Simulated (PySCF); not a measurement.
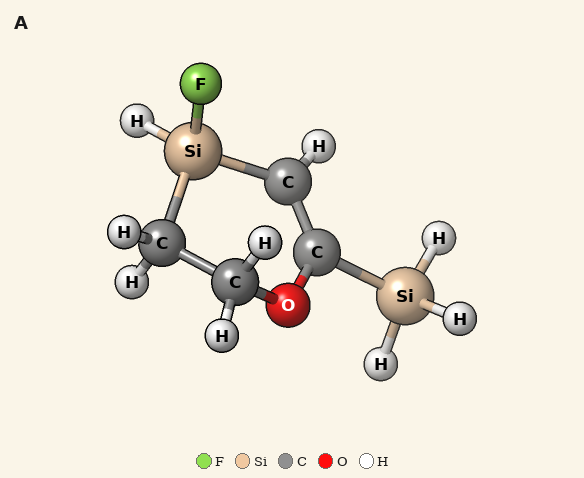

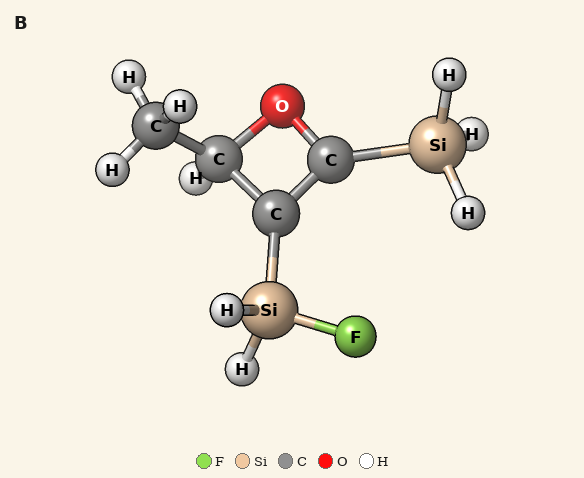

2 stationary structures of one formula. Geometries: GFN2-xTB. Electronic energies: PBE0/pcSseg-1 (PySCF 2.14.0), without zero-point energy. No frequency run is at hand to confirm each as a minimum. Each is one conformer, not always the lowest.

Question: How are they related?

Answer: They are constitutional isomers of C4H9FOSi2: A `F[Si@H]1C=C([SiH3])OCC1`, B `C[C@H]1OC([SiH3])=C1[SiH2]F`.

Question: Rank them by energy, lowest first.

Answer: A is lowest; B lies 126.0 kJ/mol above it.

The geometry is semi-empirical. Around Si such bond lengths and angles can be off by a tenth of an ångström or more and by several degrees, and values that hang on the shape move with them.
